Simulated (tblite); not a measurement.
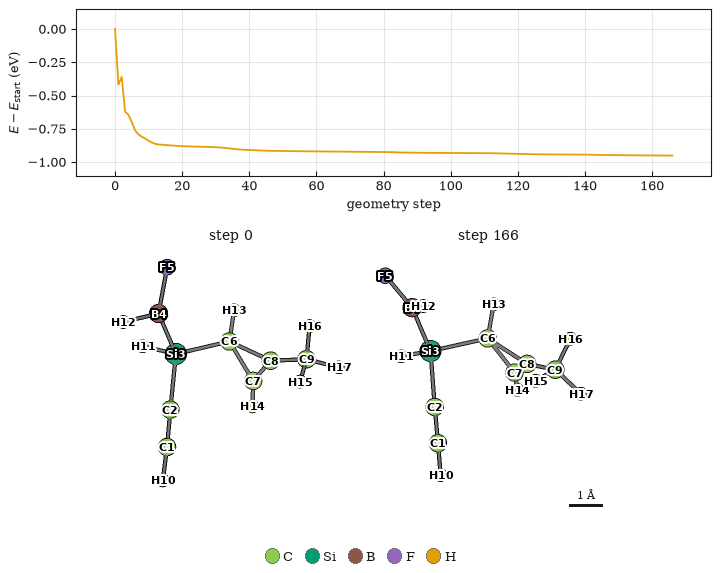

First and last geometry of a relaxation of C6H8BFSi, with the history of the run. The picture is a ball-and-stick view, seen face on.

These are results of GFN2-xTB geometry optimisation, gas phase (tblite 0.8.0), not measurements. 

Q: What do the curves and the structures tell?

A: It converged. After 166 geometry steps the energy has fallen by 0.951 eV. The largest move after the best rigid fit is that of H12, 1.47 Å. Largest moves by element: H 1.47 Å, F 1.30 Å, C 0.43 Å, B 0.28 Å, Si 0.16 Å. Among the contacts that change: B4–F5 1.449 → 1.318 Å, Si3–C6 1.831 → 1.904 Å, C2–Si3 1.806 → 1.861 Å, C7–C8 1.342 → 1.295 Å. Among the angles between lasting bonds that change: Si3–B4–H12 112.8° → 126.7°, B4–Si3–H11 104.0° → 116.0°, C2–Si3–C6 113.9° → 104.7°. Groups turn about C8–C9 by about 35°, Si3–C6 by about 20°. The run took 3.6 s on 1 thread of Intel(R) Xeon(R) Processor @ 2.70GHz, with other jobs on the host.

| step | E − E(0), eV |
| --- | --- |
| 0 | 0.0000 |
| 1 | -0.4184 |
| 2 | -0.3596 |
| 3 | -0.6218 |
| 4 | -0.6453 |
| 5 | -0.7011 |
| 6 | -0.7631 |
| 7 | -0.7929 |
| 8 | -0.8101 |
| 9 | -0.8238 |
| 10 | -0.8393 |
| 18 | -0.8775 |
| 26 | -0.8850 |
| 35 | -0.9001 |
| 43 | -0.9133 |
| 51 | -0.9176 |
| 59 | -0.9197 |
| 67 | -0.9213 |
| 76 | -0.9238 |
| 84 | -0.9275 |
| 92 | -0.9306 |
| 100 | -0.9321 |
| 109 | -0.9329 |
| 117 | -0.9363 |
| 125 | -0.9417 |
| 133 | -0.9431 |
| 141 | -0.9449 |
| 150 | -0.9485 |
| 158 | -0.9502 |
| 166 | -0.9514 |
